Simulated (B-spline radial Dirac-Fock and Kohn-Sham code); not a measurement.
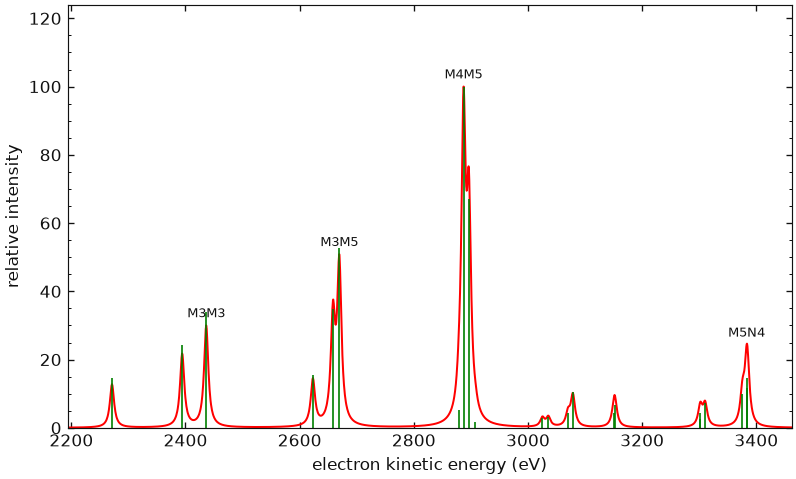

Auger groups that fill an L3 (2p3/2) hole, broadened by 9.0 eV full width. Kinetic energies count from the vacuum level; very weak lines are left out. The figure is for Sn²⁺, configuration [Kr] 4d10 5s2, inside a Watson sphere of charge −2 and radius 3 Å that stands in for a crystal. Level of theory: independent-particle Coulomb rates on relativistic LDA orbitals, configuration-average energies from Dirac–Fock; calculated with a B-spline radial code.

**How wide is the L3 level from this decay?**

The non-radiative width is 2.27 eV.

**Which group is strongest?**

L3-M4M5 at 2.887 keV, 22 % of the non-radiative width.
